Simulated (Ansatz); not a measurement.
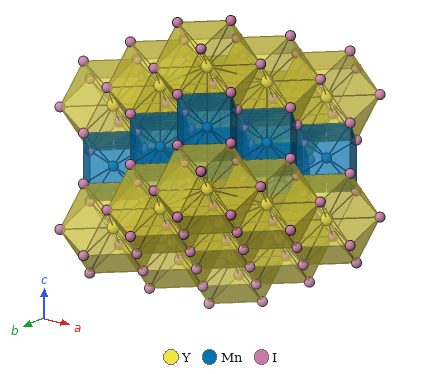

Polyhedra are drawn about Mn and Y (bonds: I–Mn below 3.6 Å and I–Y below 4.1 Å); other atoms are plain spheres.

The compound is YMnI5 (space group P4/mmm, No. 123), taken as the end point of a relaxation with DFT PBE, scalar-relativistic, plane waves, PAW (Ansatz 0.2.0); the starting structure was generated, so it need not be a known form of this composition.

Sharing among the drawn polyhedra:

| site | polyhedron | corner-sharing neighbours | edge-sharing | face-sharing | bond (Å) |
| --- | --- | --- | --- | --- | --- |
| Mn | MnI8 cube | 8 | 4 | 2 | 3.17 |
| Y | YI12 cuboctahedron | 12 | 0 | 6 | 3.66 |

They form a three-dimensional framework of corner-, edge- and face-sharing cubes and cuboctahedra.
